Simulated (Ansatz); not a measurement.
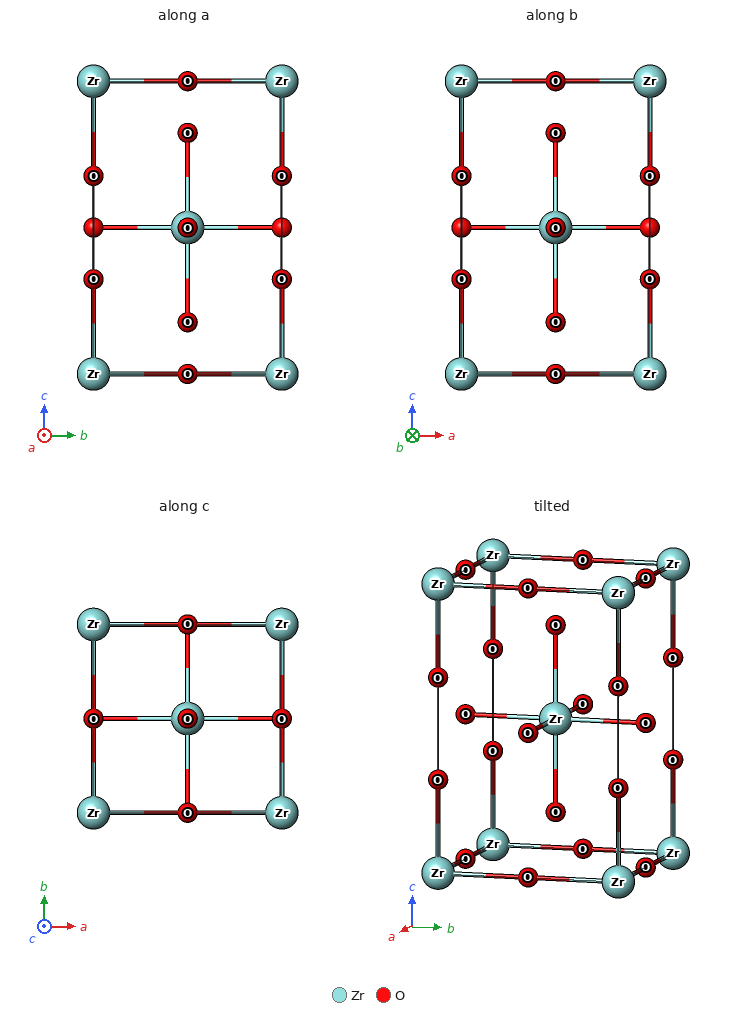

The figure gives a ball-and-stick picture of the atoms, viewed along the a axis, along the b axis, along the c axis and slightly off an axis. The parallelepiped is the conventional unit cell.

Lattice parameters: a = 4.2043 Å, b = 4.2043 Å, c = 6.5347 Å, α = 90.000°, β = 90.000°, γ = 90.000°.

Q: Transcribe the picture into a CIF in P1 with every atom of the cell, with free fractional coordinates to two decimals.

A:
```cif
data_structure
_symmetry_space_group_name_H-M 'P 1'
_symmetry_Int_Tables_number 1
_cell_length_a 4.2043
_cell_length_b 4.2043
_cell_length_c 6.5347
_cell_angle_alpha 90.000
_cell_angle_beta 90.000
_cell_angle_gamma 90.000
_cell_volume 115.51
loop_
_atom_site_label
_atom_site_type_symbol
_atom_site_fract_x
_atom_site_fract_y
_atom_site_fract_z
_atom_site_occupancy
Zr1 Zr 0.00 0.00 0.00 1
O1 O 0.50 0.50 0.18 1
O2 O 0.00 0.50 0.00 1
O3 O 0.50 0.00 0.00 1
O4 O 0.00 0.00 0.32 1
Zr2 Zr 0.50 0.50 0.50 1
O5 O 0.00 0.00 0.68 1
O6 O 0.50 0.00 0.50 1
O7 O 0.00 0.50 0.50 1
O8 O 0.50 0.50 0.82 1
```

The initial geometry was a structure type filled with these elements by a generator (whether the compound takes this form wasn't checked). Atoms and cell were optimised with DFT PBE, scalar-relativistic, plane waves, PAW (Ansatz).
